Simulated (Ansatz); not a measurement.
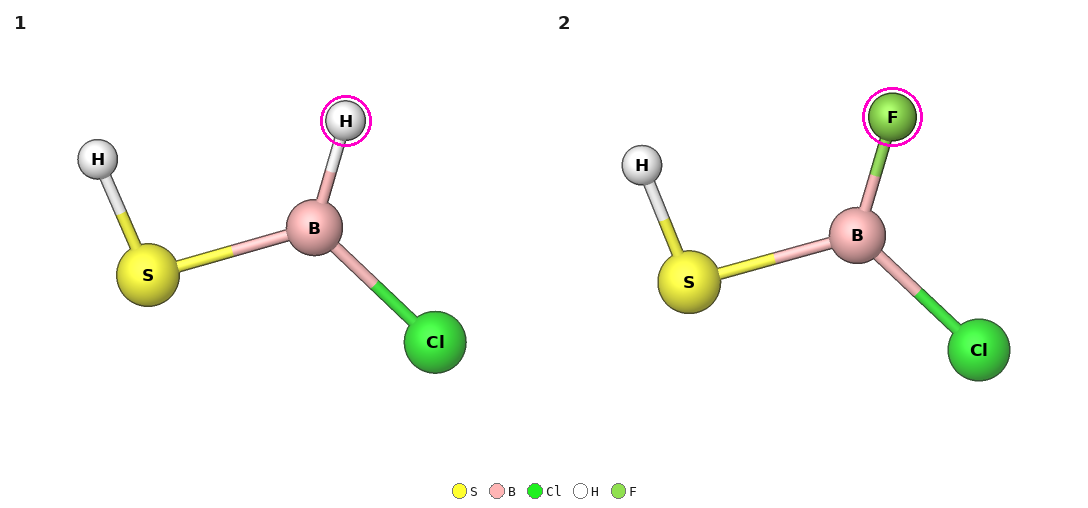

2 molecules with one skeleton, seen from the same side and at one scale; the atom that differs is circled. Charge 0, singlet. Computed geometries: PBE0-D4/def2-TZVP optimisations, one conformation each. Properties computed with Ansatz 0.2.0.

One atom differs, called X below: H in panel 1, F in panel 2. Their formulas are BClH2S (`SBCl`), BClFHS (`FB(S)Cl`).

### In which is the dipole moment larger (B3LYP-D4/def2-TZVPP)?

In panel 1 (X = H).

### In which is the harmonic X–B stretching wavenumber higher (PBE0-D4/def2-TZVP)?

In panel 1 (X = H).

Give the values. With PBE0-D4/def2-TZVP: length of X–B (Å), angle Cl–B–X (°), harmonic X–B stretching wavenumber (cm⁻¹). With B3LYP-D4/def2-TZVPP: dipole moment (D), HOMO energy (Kohn–Sham orbital) (eV), HOMO–LUMO gap (eV), vertical ionisation energy (eV).

| quantity | 1 (H) | 2 (F) | 2 − 1 |
| --- | --- | --- | --- |
| length of X–B (Å) | 1.189 | 1.319 | +0.130 |
| angle Cl–B–X (°) | 119.3 | 118.8 | −0.5 |
| dipole moment (D) | 1.52 | 1.17 | −0.35 |
| HOMO energy (Kohn–Sham orbital) (eV) | −8.05 | −8.12 | −0.07 |
| HOMO–LUMO gap (eV) | 6.58 | 7.27 | +0.69 |
| vertical ionisation energy (eV) | 10.60 | 10.72 | +0.12 |
| harmonic X–B stretching wavenumber (cm⁻¹) | 2681 | 1335 | −1346 |
